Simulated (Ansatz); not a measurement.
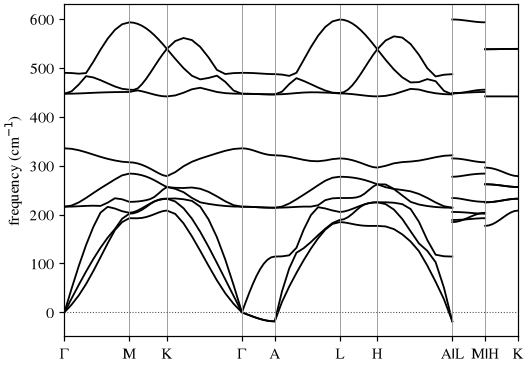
Figure. Phonon dispersion of Sc$_{2}$C in space group P-3m1 (No. 164; Sc on 2d, C on 1b), LDA in the plane-wave PAW code Ansatz; imaginary frequencies are drawn negative

**Question.** Is this phase dynamically stable?

**Answer.** No: a branch reaches about 18i cm⁻¹ at A.

**Question.** How high does the spectrum reach?

**Answer.** About 600 cm⁻¹ (18.0 THz).

The workflow started from a Materials Project entry (that database holds measured and hypothetical structures alike); the Crystallography Open Database copy checked does not list it. Its standing as an ambient phase is unchecked. The LDA relaxation kept the symmetry of its start. At this level the phase is mechanically unstable. The run is not spin-polarised. As this level gives no gap, phonon frequencies hold no LO–TO term and depend on the k-mesh and smearing (Fermi–Dirac, 0.1 eV here).

Potentials: the later of the program's two PAW sets.
